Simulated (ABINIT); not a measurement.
# Quasiparticle gap of Ca2H6Os (Fm-3m) in ABINIT

Aim: the G0W0 gap of Ca2H6Os (Fm-3m) on PBEsol, step by step.

Method: PBEsol and many-body steps on it, plane waves, in ABINIT 10.8.3.

## 1. The structure

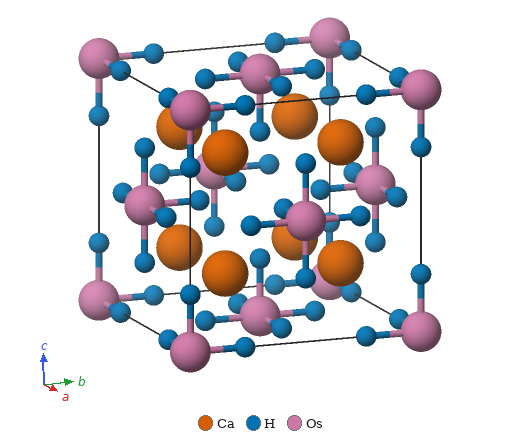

The cell as given, slightly off an axis (calcium orange, hydrogen blue, osmium pink). This picture shows the conventional cell, with its axes. Some periodic images of atoms are drawn too.

The cell and positions are those that the Materials Project relaxed with its own functionals (PBE, PBE+U or r2SCAN), kept fixed. Spin-orbit coupling is left out unless a step names it.

## 2. Ground state

This step: ABINIT 10.8.3; DFT, PBEsol, plane waves, norm-conserving pseudopotentials.

The ground-state density comes first.

The input, run.abi:

```
acell 3*1.0 Angstrom
rprim 
  -0.000000000000 3.614821300000 3.614821300000
  3.614821300000 -0.000000000000 3.614821300000
  3.614821300000 3.614821300000 -0.000000000000
ntypat 3
znucl 20 1 76
natom 9
typat 1 1 2 2 2 2 2 2 3
xred 
  0.250000000000 0.250000000000 0.250000000000
  0.750000000000 0.750000000000 0.750000000000
  0.762819760000 0.237180240000 0.237180240000
  0.237180240000 0.762819760000 0.762819760000
  0.237180240000 0.762819760000 0.237180240000
  0.762819760000 0.237180240000 0.762819760000
  0.237180240000 0.237180240000 0.762819760000
  0.762819760000 0.762819760000 0.237180240000
  0.000000000000 0.000000000000 0.000000000000
pp_dirpath "pseudos"
pseudos "Ca.upf, H.upf, Os.upf"
ecut 33
ngkpt 6 6 6
nshiftk 1
shiftk 0 0 0
kptopt 1
chksymbreak 0
nband 29
occopt 1
tolvrs 1e-10
nstep 60
prtwf 0
optforces 0
optstress 0
indata_prefix "in"
outdata_prefix "out"
tmpdata_prefix "tmp"
```

Started as:

```
> OMP_NUM_THREADS=1 mpirun -n 4 abinit run.abi > log
```

Numbers of over 12 decimals in the logs are rounded to 6 here.

Log:

```text
.Version 10.8.3 of ABINIT. v10.8.2 released Aug 2026.

 Symmetries : space group Fm -3 m (#225); Bravais cF (face-center cubic)
================================================================================
 Values of the parameters that define the memory need of the present run
     intxc =       0    ionmov =       0      iscf =       7    lmnmax =       8
     lnmax =       8     mgfft =      50  mpssoang =       4    mqgrid =    3001
     natom =       9  nloc_mem =       1    nspden =       1   nspinor =       1
    nsppol =       1      nsym =      48    n1xccc =    2501    ntypat =       3
    occopt =       1   xclevel =       2
-    mband =          29        mffmem =           1         mkmem =           4
       mpw =        5793          nfft =      125000          nkpt =          16
================================================================================
  Rough estimation (10% accuracy) of disk space for files :
================================================================================

--------------------------------------------------------------------------------
------------- Echo of variables that govern the present computation ------------
--------------------------------------------------------------------------------
 -outvars: echo values of preprocessed input variables --------
            acell      1.8897261259E+00  1.8897261259E+00  1.8897261259E+00 Bohr

      chksymbreak           0
             ecut      3.30000000E+01 Hartree
-          fftalg         312

              ixc     -116133
              kpt      0.00000000E+00  0.00000000E+00  0.00000000E+00
                       1.66666667E-01  0.00000000E+00  0.00000000E+00
                       3.33333333E-01  0.00000000E+00  0.00000000E+00
                       5.00000000E-01  0.00000000E+00  0.00000000E+00
                       1.66666667E-01  1.66666667E-01  0.00000000E+00
                       3.33333333E-01  1.66666667E-01  0.00000000E+00
                       5.00000000E-01  1.66666667E-01  0.00000000E+00
                      -3.33333333E-01  1.66666667E-01  0.00000000E+00
                      -1.66666667E-01  1.66666667E-01  0.00000000E+00
   [... 5 further rows ...]
                      -3.33333333E-01  3.33333333E-01  1.66666667E-01
                      -3.33333333E-01  5.00000000E-01  1.66666667E-01
         kptrlatt        6    0    0      0    6    0      0    0    6
          kptrlen      5.79631459E+01
P           mkmem           4
            natom           9
            nband          29
            ngfft          50      50      50
             nkpt          16
            nstep          60
             nsym          48
           ntypat           3
              occ      2.000000  2.000000  2.000000  2.000000  2.000000  2.000000
                       2.000000  2.000000  2.000000  2.000000  2.000000  2.000000
                       2.000000  2.000000  2.000000  2.000000  2.000000  2.000000
                       2.000000  2.000000  2.000000  0.000000  0.000000  0.000000
                       0.000000  0.000000  0.000000  0.000000  0.000000
        optforces           0
        optstress           0
            prtwf           0
            rprim     -0.0000000000E+00  3.6148213000E+00  3.6148213000E+00
[...]
spgroup         225

           tolvrs      1.00000000E-10

             xred      2.5000000000E-01  2.5000000000E-01  2.5000000000E-01
[...]
znucl       20.00000    1.00000   76.00000

================================================================================

 chkinp: Checking input parameters for consistency.

================================================================================
== DATASET  1 ==================================================================
-   mpi_nproc: 4, omp_nthreads: 1 (-1 if OMP is not activated)

--- !DatasetInfo
iteration_state: {dtset: 1, }
dimensions: {natom: 9, nkpt: 16, mband: 29, nsppol: 1, nspinor: 1, nspden: 1, mpw: 5793, }
cutoff_energies: {ecut:  33.0, pawecutdg:  -1.0, }
electrons: {nelect:   4.20000000E+01, charge:   0.00000000E+00, occopt:   1.00000000E+00, tsmear:   1.00000000E-02, }

 Real(R)+Recip(G) space primitive vectors, cartesian coordinates (Bohr,Bohr^-1):
 R(1)=  0.0000000  6.8310223  6.8310223  G(1)= -0.0731955  0.0731955  0.0731955
 R(2)=  6.8310223  0.0000000  6.8310223  G(2)=  0.0731955 -0.0731955  0.0731955
 R(3)=  6.8310223  6.8310223  0.0000000  G(3)=  0.0731955  0.0731955 -0.0731955
 Unit cell volume ucvol=  6.3751014E+02 bohr^3
 Angles (23,13,12)=  6.00000000E+01  6.00000000E+01  6.00000000E+01 degrees

 getcut: wavevector=  0.0000  0.0000  0.0000  ngfft=  50  50  50
         ecut(hartree)=     33.000   => boxcut(ratio)=   2.00226

--- Pseudopotential description ------------------------------------------------
- Ca Generated using ONCVPSP code by D. R. Hamann
- 20.00000  10.00000  180301                  znucl, zion, pspdat
12 -116133 2 -1 1746                          pspcod,pspxc,lmax,lloc,mmax
     nproj     2     2     2     0
  pspatm : epsatm=   12.46101000
         --- l  ekb(1:nproj) -->
[...]
pspatm: atomic psp has been read  and splines computed

- H Generated using ONCVPSP code by D. R. Hamann
-  1.00000   1.00000  180301                  znucl, zion, pspdat
[...]
pspatm : epsatm=    0.35585368
         --- l  ekb(1:nproj) -->
[...]
1   -0.494138
 pspatm: atomic psp has been read  and splines computed

- Os Generated using ONCVPSP code by D. R. Hamann
- 76.00000  16.00000  180301                  znucl, zion, pspdat
12 -116133 3 -1 1328                          pspcod,pspxc,lmax,lloc,mmax
     nproj     2     2     2     2
  pspatm : epsatm=   26.11825285
         --- l  ekb(1:nproj) -->
[...]
pspatm: atomic psp has been read  and splines computed

   2.23336659E+03                                ecore*ucvol(ha*bohr**3)
--------------------------------------------------------------------------------

_setup2: Arith. and geom. avg. npw (full set) are    5770.097    5770.074

================================================================================

--- !BeginCycle
iteration_state: {dtset: 1, }
solver: {iscf: 7, nstep: 60, nline: 4, wfoptalg: 0, }
tolerances: {tolvrs: 1.00E-10, }

     iter   Etot(hartree)      deltaE(h)  residm     vres2
 ETOT  1  -181.97474523611    -1.820E+02 6.281E-02 6.014E+02
 ETOT  2  -182.06910585780    -9.436E-02 1.017E-02 2.324E+02
 ETOT  3  -182.09040153518    -2.130E-02 9.700E-03 1.225E+02
 ETOT  4  -182.10835732956    -1.796E-02 4.525E-03 7.864E-01
 ETOT  5  -182.10841716850    -5.984E-05 1.333E-03 8.280E-02
 ETOT  6  -182.10842636675    -9.198E-06 2.347E-03 2.303E-03
 ETOT  7  -182.10842645690    -9.015E-08 1.017E-03 2.870E-04
 ETOT  8  -182.10842649387    -3.696E-08 2.307E-03 1.070E-05
 ETOT  9  -182.10842649539    -1.523E-09 3.667E-04 4.011E-08
 ETOT 10  -182.10842649539    -3.894E-12 1.102E-03 2.403E-10
 ETOT 11  -182.10842649539    -1.563E-12 1.865E-04 1.599E-10
 ETOT 12  -182.10842649540    -1.791E-12 2.870E-04 2.732E-11

 At SCF step   12       vres2   =  2.73E-11 < tolvrs=  1.00E-10 =>converged.

--- !ResultsGS
iteration_state: {dtset: 1, }
comment   : Summary of ground state results
lattice_vectors:
- [ -0.0000000,   6.8310223,   6.8310223, ]
- [  6.8310223,  -0.0000000,   6.8310223, ]
- [  6.8310223,   6.8310223,  -0.0000000, ]
lattice_lengths: [   9.66052,    9.66052,    9.66052, ]
lattice_angles: [ 60.000,  60.000,  60.000, ] # degrees, (23, 13, 12)
lattice_volume:   6.3751014E+02
convergence: {deltae: -1.791E-12, res2:  2.732E-11, residm:  2.870E-04, diffor:  0.000E+00, }
etotal    :  -1.82108426E+02
entropy   :   0.00000000E+00
fermie    :   1.69893292E-01
cartesian_stress_tensor: null
pressure_GPa: null
xred      :
- [  2.5000E-01,   2.5000E-01,   2.5000E-01, Ca]
- [  7.5000E-01,   7.5000E-01,   7.5000E-01, Ca]
- [  7.6282E-01,   2.3718E-01,   2.3718E-01,  H]
- [  2.3718E-01,   7.6282E-01,   7.6282E-01,  H]
- [  2.3718E-01,   7.6282E-01,   2.3718E-01,  H]
- [  7.6282E-01,   2.3718E-01,   7.6282E-01,  H]
- [  2.3718E-01,   2.3718E-01,   7.6282E-01,  H]
- [  7.6282E-01,   7.6282E-01,   2.3718E-01,  H]
- [  0.0000E+00,   0.0000E+00,   0.0000E+00, Os]
cartesian_forces: null
force_length_stats: {min: null, max: null, mean: null, }

 Integrated electronic density in atomic spheres:
 ------------------------------------------------
 Atom  Sphere_radius  Integrated_density
[...]
================================================================================

 ----iterations are completed or convergence reached----

 Mean square residual over all n,k,spin=   31.899E-07; max=  28.702E-05
 reduced coordinates (array xred) for    9 atoms
[...]
0.237180240000      0.762819760000      0.237180240000
       0.762819760000      0.237180240000      0.762819760000
       0.237180240000      0.237180240000      0.762819760000
       0.762819760000      0.762819760000      0.237180240000
       0.000000000000      0.000000000000      0.000000000000
 rms dE/dt=  0.0000E+00; max dE/dt=  0.0000E+00; dE/dt below (all hartree)
    1       0.000000000000      0.000000000000      0.000000000000
    2       0.000000000000      0.000000000000      0.000000000000
    3       0.000000000000      0.000000000000      0.000000000000
    4       0.000000000000      0.000000000000      0.000000000000
    5       0.000000000000      0.000000000000      0.000000000000
    6       0.000000000000      0.000000000000      0.000000000000
    7       0.000000000000      0.000000000000      0.000000000000
    8       0.000000000000      0.000000000000      0.000000000000
    9       0.000000000000      0.000000000000      0.000000000000

 cartesian coordinates (angstrom) at end:
    1      1.807411     1.807411     1.807411
[...]
5      3.614821     1.714728     3.614821
    6      3.614821     5.514914     3.614821
    7      3.614821     3.614821     1.714728
    8      3.614821     3.614821     5.514914
    9      0.000000     0.000000     0.000000
 length scales=  1.889726125908  1.889726125908  1.889726125908 bohr
              =  1.000000000000  1.000000000000  1.000000000000 angstroms
 prteigrs : about to open file out_EIG
 Fermi (or HOMO) energy (hartree) =   0.16989   Average Vxc (hartree)=  -0.37132
 Eigenvalues (hartree) for nkpt=  16  k points:
 kpt#   1, nband= 29, wtk=  0.00463, kpt=  0.0000  0.0000  0.0000 (reduced coord)
  -2.90982   -1.41872   -1.41872   -1.41872   -1.26379   -1.26222   -0.57168   -0.57168
  -0.57168   -0.56639   -0.56639   -0.56639   -0.08999    0.02372    0.02372    0.09311
   0.09311    0.09311    0.16341    0.16341    0.16341    0.33036    0.33036    0.34590
   0.41192    0.41192    0.41192    0.44611    0.44625
 prteigrs : prtvol=0 or 1, do not print more k-points.

--- !EnergyTerms
iteration_state     : {dtset: 1, }
comment             : Components of total free energy in Hartree
kinetic             :  5.78149834916445E+01
hartree             :  4.48920926403252E+01
xc                  : -3.72244298216183E+01
Ewald energy        : -1.09621101542026E+02
psp_core            :  3.50326442273684E+00
local_psp           : -1.52883198613858E+02
non_local_psp       :  1.14099629273991E+01
total_energy        : -1.82108426495396E+02
total_energy_eV     : -4.95542273201407E+03
band_energy         : -2.47309855334778E+01

== END DATASET(S) ==============================================================
================================================================================

 -outvars: echo values of variables after computation  --------
           etotal     -1.8210842650E+02
            nband          29
             nkpt          16
          spgroup         225
 [... the other variables as echoed above ...]

 Calculation completed.
```

It took 32 s on 4 MPI ranks of Arm Neoverse V2, shared host; peak memory 0.4 GiB; 2.1 min of CPU time.

This step gave:

| Item | Value |
| --- | --- |
| total energy | -4955.4227 eV |
| gap | 2.598 eV |
| k of the valence top | -0.3333, 0.5, 0.1667 |
| k of the conduction bottom | 0.5, 0.5, 0 |
| least direct gap | 2.604 eV |

The gap is indirect, with the least direct gap 0.007 eV higher.

(Continued in part 2 of 3.)

[Paths, hosts, dates, memory and timing lines, banners, echoed tables and standing remarks are left out of the program output.]

[Logs are printed without paths, hosts, clocks, repeated set-up lines and the standing remarks that a program may print on its own settings, such as how far it seeks lower states.]

[Runs of the session that timed out or met a known fault of the program may be left out.]

[Hosts, paths, dates, database ids (printed as entryN), source tags and the programs' standing remarks are cut or masked in the printed files.]

[G0W0 gaps are taken among the corrected bands and points alone; a level outside them can change the order at an edge.]

[Where Ansatz stands beside ABINIT at settings called matched, ABINIT's density can come from a denser mesh and the files from another edition; pairs whose starting gaps differed by over 0.03 eV were left out, so agreement reads better than it is.]
